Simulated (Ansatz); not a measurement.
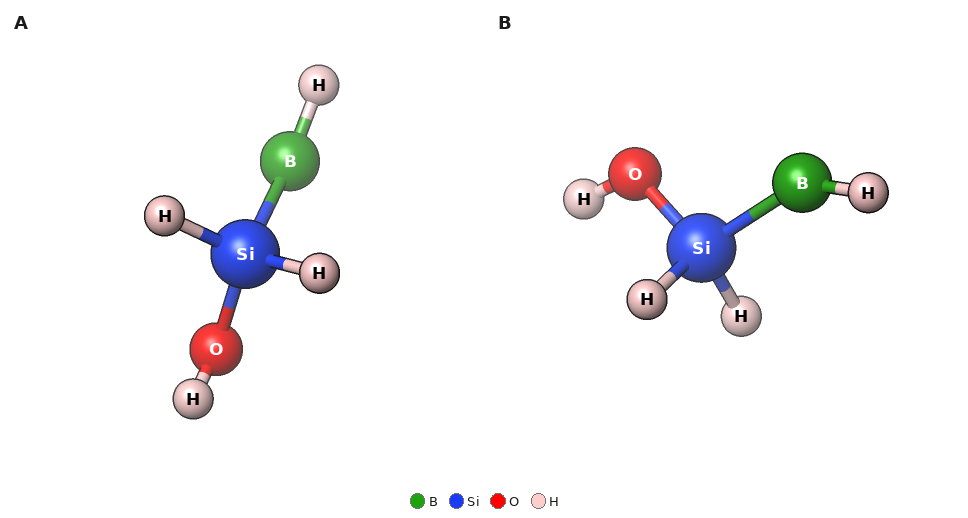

Atoms fade into the background with distance from the viewer. Charge 0, doublet. Computed geometry: PBE0-D4/def2-TZVP optimisation. No frequency run is at hand to confirm it as a minimum.

Q: Can A be turned into B by a rotation alone?

A: Yes. They are the same structure, BH4OSi ([BH][SiH2]O), seen from two directions. With point group Cs it is achiral, so its mirror image would be the same too.
